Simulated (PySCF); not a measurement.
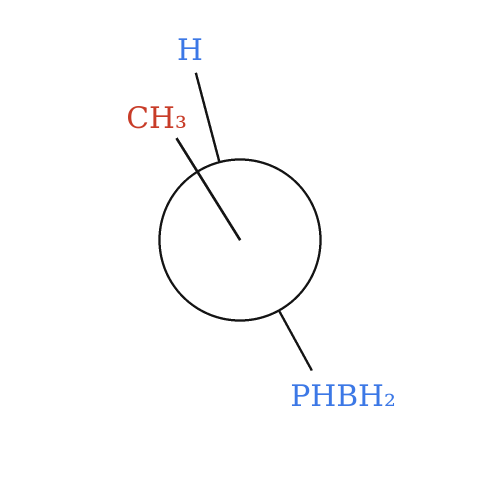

A Newman projection along the O–B bond, oxygen in front; angles are drawn as computed, but eclipsed bonds slightly apart. Geometry: a frame of a GFN2-xTB molecular-dynamics simulation, not a minimum.

**Which molecule is it?**

CH7B2OP, BPBOC

**What is the torsion angle from the front CH3 to the back PHBH2? The sign is positive where the front bond must turn clockwise to cover the back bond.**

−177°, antiperiplanar (anti).
